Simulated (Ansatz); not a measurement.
# ZrSiH₃ (doublet): the correlation ladder, def2-SVP

Aim: climb from Hartree-Fock through coupled cluster and multireference methods for ZrSiH₃ (doublet) at one geometry and basis, and see what each rung misses.

The runs use Ansatz 0.2.0, Gaussian basis; def2-SVP, core rule «outside noble gas», up to 9 orbitals frozen.

To be run: UHF; CCSD(T) on ROHF; CCSD(T) on UHF; CISD; CCSDT(Q) on UHF; CASSCF and MRCISD+Q, 9 electrons in 9 orbitals; CASSCF and NEVPT2, 9 electrons in 9 orbitals.

23 further runs of the same task are left out: 9 that didn't finish, 14 set aside as unsound or not needed.

### Step 1. The system

The geometry is a PBE0/def2-TZVP stationary point (not a proven minimum). No spin-orbit coupling is included. Elements past krypton take def2 core potentials.

5 atoms, charge 0, spin multiplicity 2.

Atoms are counted from 1 here; the program's logs count them from 0.

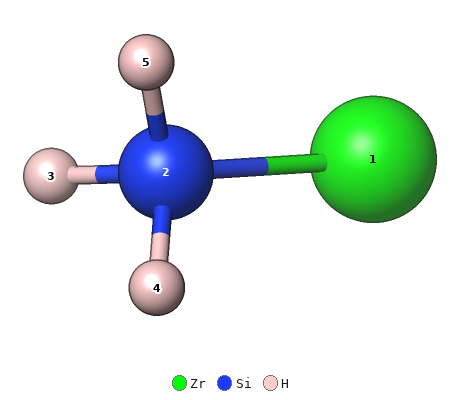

The structure; zirconium green, silicon blue, hydrogen pink; atoms are numbered from 1 in the order of the file.

In the tables R marks a restricted open-shell determinant and U an unrestricted one; 'frontier' is the active space of 9 electrons in 9 orbitals; energies count from the table's Hartree-Fock row.

### Step 2. UHF

in.yaml reads:

```yaml
crystal:
  periodic: [false, false, false]
  atoms:
    - {symbol: Zr, position_ang: [0.000228, 0.000000, 0.700135]}
    - {symbol: Si, position_ang: [0.003895, 0.000000, -1.996032]}
    - {symbol: H, position_ang: [-1.420000, 0.000000, -2.475091]}
    - {symbol: H, position_ang: [0.645437, 1.194272, -2.636447]}
    - {symbol: H, position_ang: [0.645437, -1.194272, -2.636447]}
basis:
  gaussian: {orbitals: def2-SVP}
magnetization: {spin_polarized: true, initial_magnetization: 1}
hamiltonian: {xc: hf}
output: {orbitals: {seedname: orbitals}}
```

On the command line:

```sh
$ ansatz run in.yaml --threads 1 --pin off --events-out ev --progress --plain --max-ram 2393MiB
```

Output, cut to the lines that bear on the results:

```text
Functional definition: HF
  name "HF"
  cite "Fock, Z. Phys. 61, 126 (1930) doi:10.1007/BF01340294"
  parent pbe
[...]
652 factors; integrals over basis functions are off by at most 1.1e-3 eV
[...]
mean field -9170.13196287 eV, -336.9961338969 hartree, gradient 4.4e-6 eV, S^2 1.659754; 12 other end points of the search recorded, 0 dependent functions left out
reference -9170.13196287 eV, -336.9961338969 hartree; 15, 14 occupied and 49, 50 virtual orbitals, 652 factors
Total energy: -9170.13196287 eV, -336.9961338969 hartree
```

Run time: 12 s. Hardware: 1 thread of Arm Neoverse V2, shared host.

From the report: ⟨S²⟩ of the determinant 1.660 (pure doublet: 0.75). The determinant is far from a pure spin state, so its energy mixes those of several spin states (harmless only where they are near-degenerate, as at dissociation).

### Step 3. CCSD(T) on ROHF

Edit in.yaml of step 2 so:

```diff
@@ -10,4 +10,3 @@
   gaussian: {orbitals: def2-SVP}
-magnetization: {spin_polarized: true, initial_magnetization: 1}
-hamiltonian: {xc: hf}
-output: {orbitals: {seedname: orbitals}}
+magnetization: {spin_polarized: false, initial_magnetization: 1}
+correlation: {method: ccsd_t, electrons: outside_noble_gas}
```

The command is unchanged.

Output, cut to the lines that bear on the results:

```text
Functional definition: HF
  name "HF"
  cite "Fock, Z. Phys. 61, 126 (1930) doi:10.1007/BF01340294"
  parent pbe
[...]
652 factors; integrals over basis functions are off by at most 1.1e-3 eV
[...]
mean field -9169.65635568 eV, -336.9786556549 hartree, gradient 2.8e-6 eV, S^2 0.750000; 26 other end points of the search recorded, 0 dependent functions left out
[...]
determinant -9169.65635568 eV, -336.9786556549 hartree, with singles and doubles -9175.16891960 eV, -337.1812386426 hartree
determinant -9169.65385574 eV, -336.9785637839 hartree, with singles and doubles -9175.16578775 eV, -337.1811235492 hartree
determinant -9169.48068373 eV, -336.9721998300 hartree, with singles and doubles -9175.06956312 eV, -337.1775873591 hartree
determinant -9169.47062436 eV, -336.9718301548 hartree, with singles and doubles -9175.05814145 eV, -337.1771676206 hartree
[...]
determinant -9169.65385574 eV, -336.9785637839 hartree, with singles and doubles -9175.18044040 eV, -337.1816620241 hartree
determinant -9169.48068373 eV, -336.9721998300 hartree, with singles and doubles -9175.06192387 eV, -337.1773066220 hartree
determinant -9169.47062436 eV, -336.9718301548 hartree, with singles and doubles -9175.06490835 eV, -337.1774162994 hartree
unrestricted determinant -9170.13196287 eV, -336.9961338969 hartree, S^2 1.6598
9 core orbitals not correlated: weight in the atoms' cores, before any rotation towards them, 0.999 or more for the frozen orbitals, at most 0.000 for the correlated occupied ones
reference -9169.65635568 eV, -336.9786556549 hartree; 6, 5 occupied and 49, 50 virtual orbitals, 652 factors
second order -4.35913862 eV of doubles, -0.01016940 eV of singles
cycle   1  -5.53474859 eV  change    2.7e-7 eV  update   7.7e-6
[...]
cycle  18  -5.53469017 eV  change    9.9e-6 eV  update   3.1e-6
perturbative correction -0.19348423 eV, -0.0071104141 hartree
Total energy: -9175.38453007 eV, -337.1891621811 hartree
```

Run time: 1.7 min. Hardware: 1 thread of Arm Neoverse V2, shared host; peak memory 0.25 GiB.

From the report: correlation -5.7282 eV; T1 0.095; largest double amplitude 0.10.

### Step 4. CCSD(T) on UHF

Edit in.yaml of step 3 so:

```diff
@@ -10,3 +10,3 @@
   gaussian: {orbitals: def2-SVP}
-magnetization: {spin_polarized: false, initial_magnetization: 1}
+magnetization: {spin_polarized: true, initial_magnetization: 1}
 correlation: {method: ccsd_t, electrons: outside_noble_gas}
```

Launched as before.

Output, cut to the lines that bear on the results:

```text
Functional definition: HF
  name "HF"
  cite "Fock, Z. Phys. 61, 126 (1930) doi:10.1007/BF01340294"
  parent pbe
[...]
652 factors; integrals over basis functions are off by at most 1.1e-3 eV
[...]
mean field -9170.13196287 eV, -336.9961338969 hartree, gradient 7.2e-6 eV, S^2 1.659754; 35 other end points of the search recorded, 0 dependent functions left out
determinant -9170.13196287 eV, -336.9961338969 hartree, with singles and doubles -9175.26593854 eV, -337.1848040226 hartree
determinant -9170.12647981 eV, -336.9959323981 hartree, with singles and doubles -9175.26104282 eV, -337.1846241085 hartree
determinant -9170.09886065 eV, -336.9949174127 hartree, with singles and doubles -9175.20533880 eV, -337.1825770234 hartree
determinant -9170.08823589 eV, -336.9945269597 hartree, with singles and doubles -9175.19181041 eV, -337.1820798641 hartree
[...]
determinant -9169.80640123 eV, -336.9841697270 hartree, with singles and doubles -9175.02009164 eV, -337.1757693159 hartree
determinant -9169.67267195 eV, -336.9792552668 hartree, with singles and doubles -9175.15022198 eV, -337.1805515176 hartree
9 core orbitals not correlated: weight in the atoms' cores, before any rotation towards them, 0.999 or more for the frozen orbitals, at most 0.000 for the correlated occupied ones
reference -9170.13196287 eV, -336.9961338969 hartree; 6, 5 occupied and 49, 50 virtual orbitals, 652 factors
second order -4.04597627 eV of doubles, -0.00000000 eV of singles
cycle   1  -5.15951202 eV  change    2.6e-6 eV  update   8.5e-6
[...]
cycle   3  -5.15950026 eV  change    6.4e-6 eV  update   7.0e-6
perturbative correction -0.18286189 eV, -0.0067200505 hartree
WARN: the results are in doubt because among natural orbitals the method converges to other amplitudes
Total energy: -9175.47432502 eV, -337.1924620848 hartree
In doubt: among natural orbitals the method converges to other amplitudes
```

It took 2.4 min on 1 thread of Arm Neoverse V2, shared host; peak memory 0.25 GiB.

From the report: ⟨S²⟩ of the determinant 1.660 (pure doublet: 0.75); correlation -5.3424 eV; T1 0.037; largest double amplitude 0.09. The determinant is far from a pure spin state, so its energy mixes those of several spin states (harmless only where they are near-degenerate, as at dissociation). The program marks this result as in doubt; its last lines say why.

### Step 5. CISD

Edit in.yaml of step 4 so:

```diff
@@ -10,3 +10,3 @@
   gaussian: {orbitals: def2-SVP}
-magnetization: {spin_polarized: true, initial_magnetization: 1}
-correlation: {method: ccsd_t, electrons: outside_noble_gas}
+magnetization: {spin_polarized: false, initial_magnetization: 1}
+correlation: {active_space: {ras: {orbitals: [5, 1, 49], electrons: 11, max_holes: 2, max_particles: 2}, fixed_orbitals: true}}
```

Same command.

Output, cut to the lines that bear on the results:

```text
Functional definition: HF
  name "HF"
  cite "Fock, Z. Phys. 61, 126 (1930) doi:10.1007/BF01340294"
  parent pbe
[...]
652 factors; integrals over basis functions are off by at most 1.1e-3 eV
[...]
mean field -9169.65635568 eV, -336.9786556549 hartree, gradient 2.8e-6 eV, S^2 0.750000; 18 other end points of the search recorded, 0 dependent functions left out
reference -9169.65635568 eV, -336.9786556549 hartree; 15, 14 occupied and 49, 50 virtual orbitals, 652 factors
state -9174.59376206 eV, -337.1601019928 hartree
Total energy: -9174.59376206 eV, -337.1601019928 hartree
```

Wall time 19 s (1 thread of Arm Neoverse V2, shared host).

From the report: 79,989 determinants.

### Step 6. CCSDT(Q) on UHF

Edit in.yaml of step 5 so:

```diff
@@ -10,3 +10,3 @@
   gaussian: {orbitals: def2-SVP}
-magnetization: {spin_polarized: false, initial_magnetization: 1}
-correlation: {active_space: {ras: {orbitals: [5, 1, 49], electrons: 11, max_holes: 2, max_particles: 2}, fixed_orbitals: true}}
+magnetization: {spin_polarized: true, initial_magnetization: 1}
+correlation: {method: ccsdt_q, electrons: outside_noble_gas}
```

The command is unchanged.

Output, cut to the lines that bear on the results:

```text
Functional definition: HF
  name "HF"
  cite "Fock, Z. Phys. 61, 126 (1930) doi:10.1007/BF01340294"
  parent pbe
[...]
1121 factors; integrals over basis functions are off by at most 2.0e-7 eV
[...]
mean field -9170.13198669 eV, -336.9961347720 hartree, gradient 3.2e-6 eV, S^2 1.659756; 35 other end points of the search recorded, 0 dependent functions left out
determinant -9170.13198669 eV, -336.9961347720 hartree, with singles and doubles -9175.26594611 eV, -337.1848043008 hartree
determinant -9170.12650365 eV, -336.9959332741 hartree, with singles and doubles -9175.26105023 eV, -337.1846243806 hartree
determinant -9170.09888288 eV, -336.9949182294 hartree, with singles and doubles -9175.20534615 eV, -337.1825772936 hartree
determinant -9170.08825797 eV, -336.9945277714 hartree, with singles and doubles -9175.19181827 eV, -337.1820801531 hartree
[...]
determinant -9169.80642594 eV, -336.9841706352 hartree, with singles and doubles -9175.02008122 eV, -337.1757689330 hartree
determinant -9169.67269532 eV, -336.9792561257 hartree, with singles and doubles -9175.15023598 eV, -337.1805520320 hartree
9 core orbitals not correlated: weight in the atoms' cores, before any rotation towards them, 0.999 or more for the frozen orbitals, at most 0.000 for the correlated occupied ones
reference -9170.13198669 eV, -336.9961347720 hartree; 6, 5 occupied and 49, 50 virtual orbitals, 1121 factors
second order -4.04599129 eV of doubles, -0.00000000 eV of singles
cycle   1  -4.74855193 eV  change   -7.0e-1 eV  update   9.0e-2
[...]
cycle  84  -5.42313121 eV  change    1.8e-7 eV  update   5.0e-7
perturbative correction -0.01741695 eV, -0.0006400613 hartree
WARN: the results are in doubt because among natural orbitals the method converges to other amplitudes
Total energy: -9175.57253485 eV, -337.1960712294 hartree
In doubt: among natural orbitals the method converges to other amplitudes
```

It took 6.5 min on 1 thread of Arm Neoverse V2, shared host; peak memory 0.75 GiB.

From the report: ⟨S²⟩ of the determinant 1.660 (pure doublet: 0.75); correlation -5.4405 eV; T1 0.031; largest double amplitude 0.24. The determinant is far from a pure spin state, so its energy mixes those of several spin states (harmless only where they are near-degenerate, as at dissociation). The program marks this result as in doubt; its last lines say why.

### Step 7. CASSCF and MRCISD+Q, 9 electrons in 9 orbitals

Edit in.yaml of step 6 so:

```diff
@@ -10,3 +10,3 @@
   gaussian: {orbitals: def2-SVP}
-magnetization: {spin_polarized: true, initial_magnetization: 1}
-correlation: {method: ccsdt_q, electrons: outside_noble_gas}
+magnetization: {spin_polarized: false, initial_magnetization: 1}
+correlation: {method: fic_mrcisd_q, electrons: outside_noble_gas, active_space: {window: {electrons: 9, orbitals: 9}}}
```

The command is unchanged.

Output, cut to the lines that bear on the results:

```text
Functional definition: HF
  name "HF"
  cite "Fock, Z. Phys. 61, 126 (1930) doi:10.1007/BF01340294"
  parent pbe
[...]
652 factors; integrals over basis functions are off by at most 1.1e-3 eV
[...]
mean field -9169.65635568 eV, -336.9786556549 hartree, gradient 2.8e-6 eV, S^2 0.750000; 18 other end points of the search recorded, 0 dependent functions left out
reference -9169.65635568 eV, -336.9786556549 hartree; 15, 14 occupied and 49, 50 virtual orbitals, 652 factors
state -9171.20371325 eV, -337.0355199967 hartree
contracted CI cycle   1: correlation 0.00000000 eV, 0.0000000000 hartree, residual 1.35e1 eV
contracted CI cycle   2: correlation -3.46161524 eV, -0.1272120138 hartree, residual 3.08e0 eV
contracted CI cycle   3: correlation -3.66203095 eV, -0.1345771553 hartree, residual 9.39e-1 eV
[...]
contracted CI cycle   5: correlation -3.87124655 eV, -0.1422656866 hartree, residual 1.90e-1 eV
contracted CI cycle   6: correlation -3.87234149 eV, -0.1423059252 hartree, residual 9.74e-2 eV
contracted CI cycle   7: correlation -3.87260686 eV, -0.1423156770 hartree, residual 4.50e-2 eV
contracted CI cycle   8: correlation -3.87266386 eV, -0.1423177720 hartree, residual 2.15e-2 eV
contracted CI cycle   9: correlation -3.87267633 eV, -0.1423182302 hartree, residual 9.64e-3 eV
contracted CI cycle  10: correlation -3.87267901 eV, -0.1423183287 hartree, residual 4.73e-3 eV
contracted CI cycle  11: correlation -3.87267976 eV, -0.1423183562 hartree, residual 2.62e-3 eV
contracted CI cycle  12: correlation -3.87267999 eV, -0.1423183645 hartree, residual 1.39e-3 eV
state -9171.06479422 eV, -337.0304148165 hartree; corrected -9175.32009288 eV, -337.1867941580 hartree
state -9171.20371325 eV, -337.0355199967 hartree; corrected -9175.32764930 eV, -337.1870718512 hartree
Total energy: -9175.32764930 eV, -337.1870718512 hartree
```

Wall time 50 s (1 thread of Arm Neoverse V2, shared host); peak memory 0.42 GiB.

From the report: 7,956 determinants; active occupations 1.99, 1.98, 1.98, 1.96, 1.00, 0.04, 0.02, 0.02, 0.02.

### Step 8. CASSCF and NEVPT2, 9 electrons in 9 orbitals

Edit in.yaml of step 7 so:

```diff
@@ -11,2 +11,2 @@
 magnetization: {spin_polarized: false, initial_magnetization: 1}
-correlation: {method: fic_mrcisd_q, electrons: outside_noble_gas, active_space: {window: {electrons: 9, orbitals: 9}}}
+correlation: {method: sc_nevpt2, electrons: outside_noble_gas, active_space: {window: {electrons: 9, orbitals: 9}}}
```

The command is unchanged.

Output, cut to the lines that bear on the results:

```text
Functional definition: HF
  name "HF"
  cite "Fock, Z. Phys. 61, 126 (1930) doi:10.1007/BF01340294"
  parent pbe
[...]
652 factors; integrals over basis functions are off by at most 1.1e-3 eV
[...]
mean field -9169.65635568 eV, -336.9786556549 hartree, gradient 2.8e-6 eV, S^2 0.750000; 18 other end points of the search recorded, 0 dependent functions left out
reference -9169.65635568 eV, -336.9786556549 hartree; 15, 14 occupied and 49, 50 virtual orbitals, 652 factors
state -9171.20371325 eV, -337.0355199967 hartree
state -9171.20371325 eV, -337.0355199967 hartree; corrected -9174.04263867 eV, -337.1398485817 hartree
state -9171.06479422 eV, -337.0304148165 hartree
state -9171.06479422 eV, -337.0304148165 hartree; corrected -9174.13072687 eV, -337.1430857632 hartree
state -9171.06479422 eV, -337.0304148165 hartree; corrected -9174.13072687 eV, -337.1430857632 hartree
the orbitals are reached from a further start. From the first start the search ends at -9171.20348334 eV, -337.0355115478 hartree
WARN: the results are in doubt because another end's mean lies 0.139 eV lower, and its corrected mean 0.088 eV higher
Total energy: -9174.13072687 eV, -337.1430857632 hartree
In doubt: another end's mean lies 0.139 eV lower, and its corrected mean 0.088 eV higher
```

It took 42 s on 1 thread of Arm Neoverse V2, shared host.

From the report: 7,840 determinants; active occupations 2.00, 1.98, 1.96, 1.88, 0.98, 0.06, 0.06, 0.05, 0.02. The program marks this result as in doubt; its last lines say why.

### Step 9. Misses and costs

No level here is safe as a reference; UCCSDT(Q) serves as a yardstick only. Rows without a time come out of other runs: HF, MP2 and CCSD of CCSD(T), CCSDT of CCSDT(Q), CASSCF and MRCISD of the multireference runs.

Differences are taken before rounding.

| method | energy from the lowest RHF (kJ/mol) | from UCCSDT(Q) (kJ/mol) | time |
| --- | --- | --- | --- |
| RHF | 0.0 | +570.8 |  |
| UHF | -45.9 | +524.9 |  |
| RMP2 | -421.6 | +149.3 |  |
| UMP2 | -436.3 | +134.6 |  |
| CISD | -476.4 | +94.4 | 19 s |
| RCCSD | -534.0 | +36.8 |  |
| UCCSD | -543.7 | +27.1 |  |
| RCCSD(T) | -552.7 | +18.1 | 1.7 min |
| UCCSD(T) | -561.3 | +9.5 | 2.4 min |
| UCCSDT | -569.1 | +1.7 |  |
| UCCSDT(Q) | -570.8 | 0 | 6.5 min |
| CASSCF frontier | -149.3 | +421.5 |  |
| MRCISD frontier | -505.7 | +65.1 |  |
| MRCISD+Q frontier | -547.2 | +23.6 | 50 s |

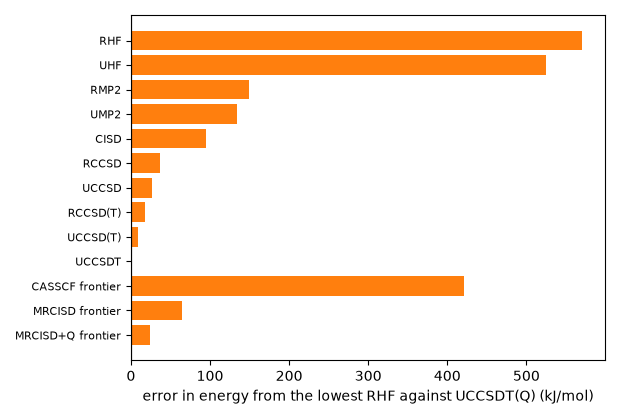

Deviations from UCCSDT(Q), method by method.

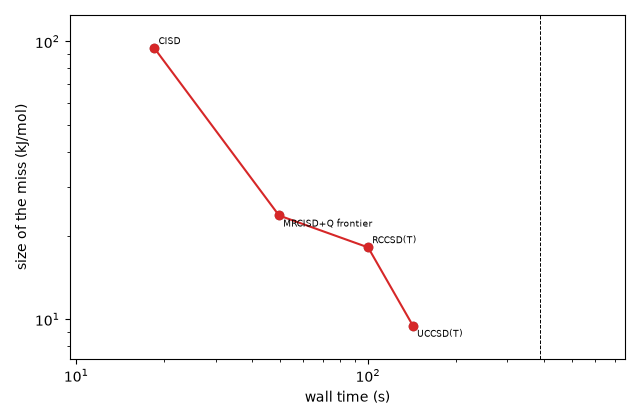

Miss against cost. Red marks the levels that no quicker level drawn beats (of those quicker than the yardstick), and the dashed line is the time of UCCSDT(Q). Times are from a shared host.

Not comparable, so not listed: CASSCF and NEVPT2, 9 electrons in 9 orbitals (they don't share determinant, frozen orbitals or solution with the rows shown, or repeat one).

The program flags UCCSD(T), UCCSDT(Q) as in doubt (see the logs), so the zero of the table is itself unsure.

With the free atoms at the same levels and basis (separate runs), the atomisation energy is 10.905 eV at UCCSDT(Q), 10.837 eV at RCCSD(T), 10.847 eV at UCCSD(T), 8.261 eV at RHF.

### Step 10. Outcome

| quantity | value |
| --- | --- |
| UCCSDT(Q) below the RHF energy | -5.9162 eV |
| RMP2 from UCCSDT(Q) | +149.3 kJ/mol |
| UMP2 from UCCSDT(Q) | +134.6 kJ/mol |
| RCCSD from UCCSDT(Q) | +36.8 kJ/mol |
| RCCSD(T) from UCCSDT(Q) | +18.1 kJ/mol |
| UCCSD(T) from UCCSDT(Q) | +9.5 kJ/mol |
| MRCISD+Q frontier from UCCSDT(Q) | +23.6 kJ/mol |
| T1 diagnostic | 0.095 |

**Reading.** RCCSD(T) misses by +18.1 kJ/mol, 3.2 % of the correlation energy. CCSD(T) misses by +18.1 kJ/mol on the restricted determinant and by +9.5 kJ/mol on the unrestricted one; the two need not hold the same state or core. Warnings: spin contamination; large T1 diagnostic.
